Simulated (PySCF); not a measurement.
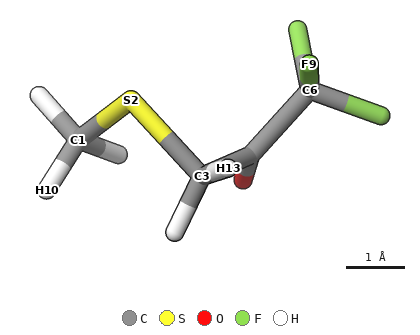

The input geometry (stick view, seen at a tilt; atoms are numbered from 1 in the order of the input). Bond lengths as drawn: C–C 1.49 to 1.55 Å, C–F 1.34 Å, C–H 1.08 to 1.09 Å, C–O 1.21 Å and C–S 1.81 to 1.84 Å.

**C4H5F3OS: NMR shielding calculation**

- system: C4H5F3OS, SMILES CSCC(=O)C(F)(F)F
- method: GIAO WP04/pcSseg-1 NMR shielding, non-relativistic, IEF-PCM tetrahydrofuran (PySCF 2.14.0)

The geometry comes from this level: GFN2-xTB. Figures and captions count atoms from 1; the log counts them from 0 in places.

What the program printed
```
coarse grid: 13416 points
cycle   1  E = -941.8518296902  dE =  1.440e+00  |g| = 1.666e+00  |ddm| = 3.453e+00
cycle   2  E = -940.1336033327  dE =  1.718e+00  |g| = 3.477e+00  |ddm| = 3.325e+00
cycle   3  E = -942.2430328145  dE = -2.109e+00  |g| = 5.103e-01  |ddm| = 2.829e+00
cycle   4  E = -942.2812007830  dE = -3.817e-02  |g| = 2.692e-01  |ddm| = 5.091e-01
cycle   5  E = -942.2928773688  dE = -1.168e-02  |g| = 5.902e-02  |ddm| = 1.866e-01
cycle   6  E = -942.2935411713  dE = -6.638e-04  |g| = 1.232e-02  |ddm| = 5.146e-02
cycle   7  E = -942.2935693998  dE = -2.823e-05  |g| = 4.459e-03  |ddm| = 1.302e-02
cycle   8  E = -942.2935735029  dE = -4.103e-06  |g| = 1.162e-03  |ddm| = 4.089e-03
final grid: 129464 points
cycle   9  E = -942.4105622112  dE = -7.306e-05  |g| = 1.036e-02  |ddm| = 3.295e-02
cycle  10  E = -942.4105030444  dE =  5.917e-05  |g| = 2.074e-02  |ddm| = 1.844e-02
cycle  11  E = -942.4105810747  dE = -7.803e-05  |g| = 2.961e-03  |ddm| = 1.353e-02
cycle  12  E = -942.4105827183  dE = -1.644e-06  |g| = 3.414e-04  |ddm| = 2.041e-03
cycle  13  E = -942.4105827365  dE = -1.821e-08  |g| = 1.548e-04  |ddm| = 4.537e-04
cycle  14  E = -942.4105827417  dE = -5.167e-09  |g| = 4.102e-05  |ddm| = 1.895e-04
cycle  15  E = -942.4105827421  dE = -4.063e-10  |g| = 8.762e-06  |ddm| = 4.075e-05
```

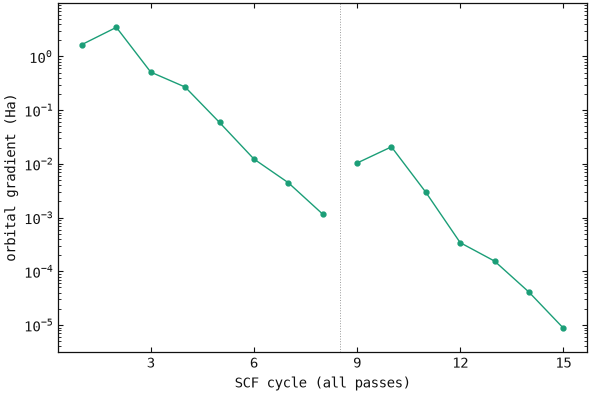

Convergence of the self-consistent field: orbital gradient against the SCF cycle. The dotted line marks the change from a coarse to the final integration grid. The first 8 cycles use a coarse grid, the final grid takes over at cycle 9, and the field converges after 15 cycles in all.

```
converged SCF energy = -942.4105827421

GIAO shielding tensors (ppm)
atom      isotropic    diamagn.    paramagn.     s11        s22        s33       span
  0 C      152.345     252.507    -100.161    132.711    146.393    177.932     45.221
  1 S      492.111    1061.596    -569.485    310.969    489.497    675.869    364.900
  2 C      130.936     256.086    -125.150    116.859    133.059    142.892     26.033
  3 C       -0.164     253.626    -253.790    -95.391     22.189     72.709    168.100
  4 O     -174.420     404.015    -578.435   -591.626   -271.895    340.262    931.888
  5 C       43.949     246.395    -202.446     33.612     42.153     56.082     22.469
  6 F      257.713     471.531    -213.818    171.901    249.935    351.303    179.402
  7 F      243.560     475.723    -232.163    150.237    235.690    344.753    194.516
  8 F      260.625     477.045    -216.420    178.822    243.987    359.066    180.244
  9 H       29.826      29.688       0.138     24.552     26.953     37.973     13.420
 10 H       29.951      29.086       0.866     24.976     26.616     38.261     13.285
 11 H       29.908      32.615      -2.707     24.858     30.134     34.731      9.873
 12 H       28.150      30.796      -2.646     23.753     27.035     33.661      9.908
 13 H       29.006      31.314      -2.309     25.009     26.439     35.569     10.560
```

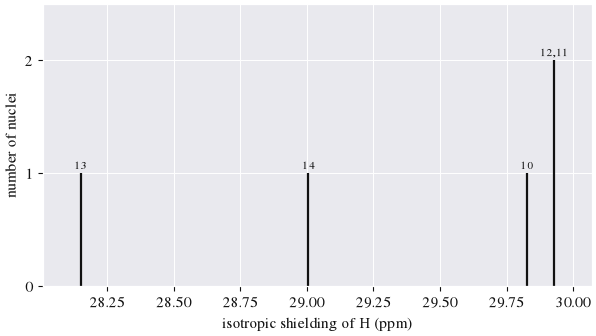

Isotropic shieldings of the hydrogen nuclei in this fixed geometry, labelled by atom number; shielding grows to the right, so chemical shift grows to the left. The least shielded is H13 (28.1 ppm), the most shielded H11 (30.0 ppm).

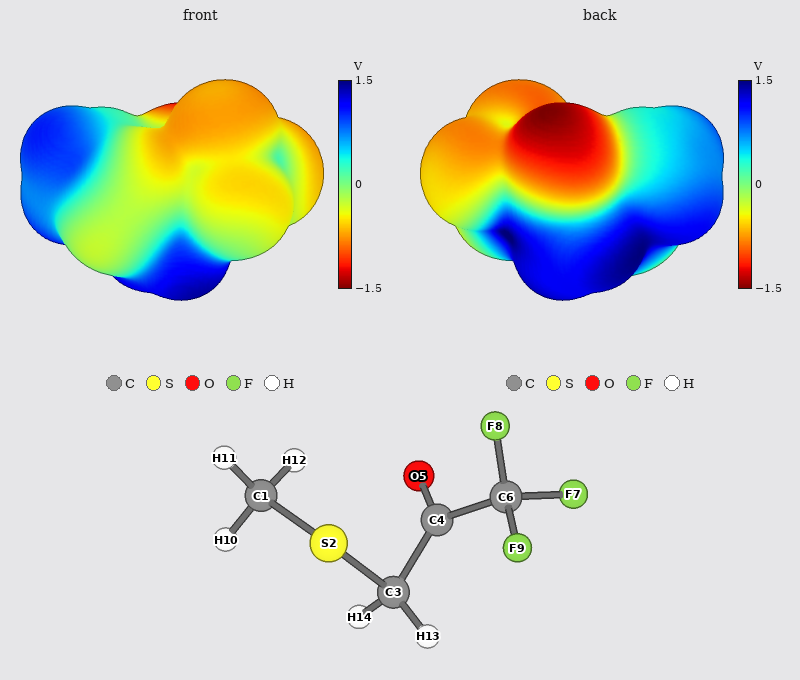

The electrostatic potential painted on the density surface at 0.001 e/bohr³, seen face on and from behind; the colour scale runs from red (negative) to blue (positive). The bare structure is drawn below in the same view.

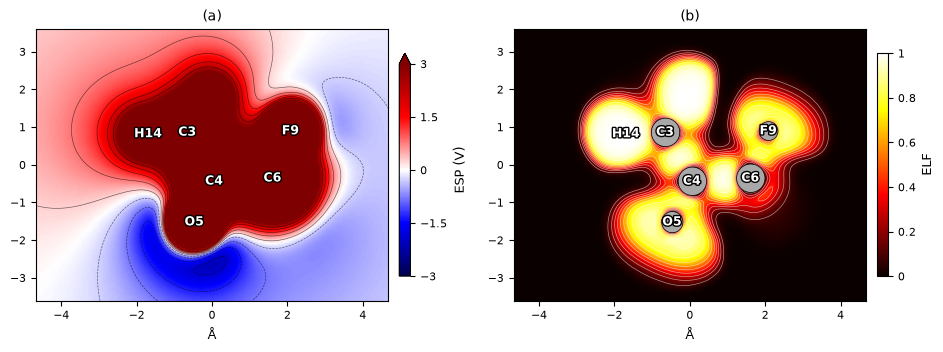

(a) electrostatic potential; (b) ELF on the plane of atoms O5, C4 and C6. Grey discs, where drawn, cover atomic cores. The section cuts through C, O, F and H sites. C–O (1.21 Å): the ELF peaks at about 0.85 between the atoms (a double or triple bond). C–F (1.34 Å): the ELF peaks at about 0.85 between the atoms (a shared but strongly polarised pair). C–H (1.09 Å): the ELF climbs to about 1 towards the hydrogen, as it does in any bond to H (a covalent bond by its length). C–C (1.55 Å): the ELF peaks at about 1 between the atoms (a covalent bond).

This output came from the following input.

Input file
```
{"job": {"xc": "WP04", "basis": "pcSseg-1", "solvent": "tetrahydrofuran", "kind": "nmr", "pop": true}, "charge": 0, "multiplicity": 1}
C      2.191731    -0.393868     0.224596
S      1.014721     0.873635     0.751284
C     -0.045651     0.953889    -0.747934
C     -0.783342    -0.303297    -0.460984
O     -0.450762    -1.400976    -0.836446
C     -1.982962    -0.169545     0.514990
F     -3.108336    -0.576389    -0.088137
F     -1.821314    -0.920500     1.607686
F     -2.202023     1.087095     0.927140
H      2.813227    -0.005318    -0.576856
H      2.799301    -0.629599     1.091841
H      1.646571    -1.279622    -0.099451
H     -0.636188     1.862772    -0.696822
H      0.564349     0.901248    -1.645785
```

The first line tells a small driver script what to run in PySCF; the rest is the geometry in Å.

Launched with:
```bash
OMP_NUM_THREADS=1 python <driver script> task.json out
```

Summary

```tsv
quantity	value
outcome	converged
total energy	−942.410583 hartree
HOMO	−8.33 eV
LUMO	−3.91 eV
dipole moment	4.12 D
isotropic shielding, C	−0.2 to 152.3 ppm
isotropic shielding, S	492.1 ppm
isotropic shielding, O	−174.4 ppm
isotropic shielding, F	243.6 to 260.6 ppm
isotropic shielding, H	28.1 to 30.0 ppm
hardware	1 CPU thread, shared host
wall time	33 s
peak memory	1 GiB
```
